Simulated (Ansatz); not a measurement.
Consider F2GeH2···H2.

Input

```
crystal:
  periodic: [false, false, false]
  atoms:
    - { symbol: Ge, position_ang: [0.238318, 0.055363, -0.05367] }
    - { symbol: F, position_ang: [0.250478, -0.008517, 1.652838] }
    - { symbol: H, position_ang: [1.694134, -0.064216, -0.510073] }
    - { symbol: H, position_ang: [-0.560088, 1.277275, -0.50187] }
    - { symbol: F, position_ang: [-0.57305, -1.373296, -0.592567] }
    - { symbol: H, position_ang: [-2.307134, -0.053275, 0.997787] }
    - { symbol: H, position_ang: [-1.873758, 0.060568, 1.557755] }
basis:
  gaussian: { orbitals: def2-SVP }
hamiltonian:
  xc: pbe0
  dispersion: d4
relax:
  f_tol: 0.03
  max_steps: 50
output:
  orbitals: {}
```

Run with:

```sh
ansatz run input.yaml --threads 1 --pin off --max-ram 2048MiB --backend cpu --events-out ev --progress --plain --runs-dir out
```

The fields are those of the run's last geometry, not of the input's.

Theory: RKS PBE0-D4/def2-SVP in Ansatz 0.2.0.

Question: Predict the electron density and electron localisation function between the atoms.

Answer: Ge–F (1.73 Å): ρ at the midpoint is about 0.94 e/Å³; the ELF peaks at about 0.80 in the valence shell of F, 0.5 Å from its nucleus, and is about 0.25 at the midpoint.

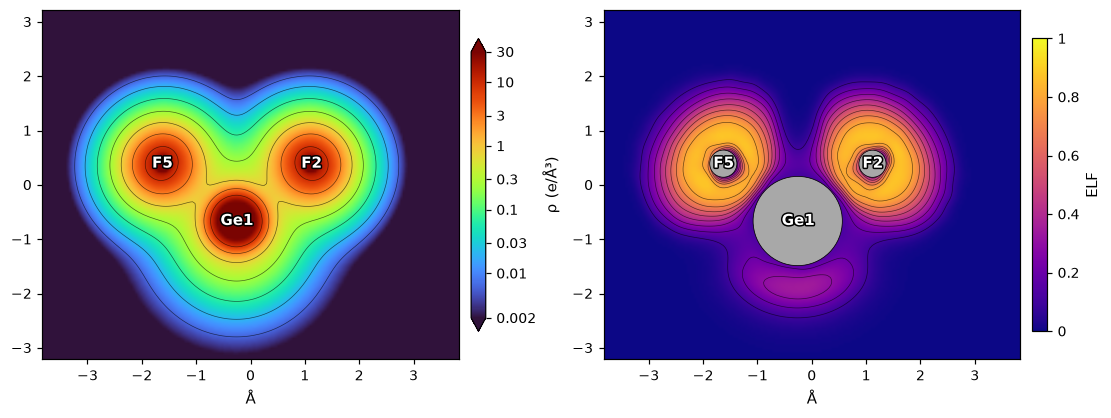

Computed electron density and electron localisation function on the plane of atoms F2, Ge1 and F5, in this order. Grey discs cover the atomic cores in the ELF map. 
